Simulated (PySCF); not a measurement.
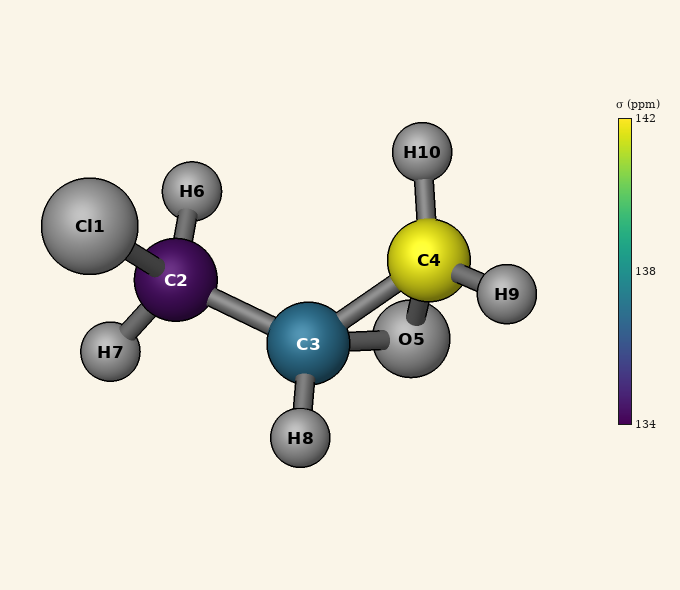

Atoms are coloured by their isotropic NMR shieldings (C only, the others grey). The computed structure is the end point of a GFN2-xTB optimisation. No frequency run is at hand to confirm it as a minimum. Level of theory: GIAO PBE0/pcSseg-1 NMR shielding, non-relativistic, gas phase (PySCF 2.14.0).

Give the isotropic NMR shieldings of the C atoms atom by atom.

```csv
atom,σ (ppm)
C2,134.3
C3,136.9
C4,141.7
```
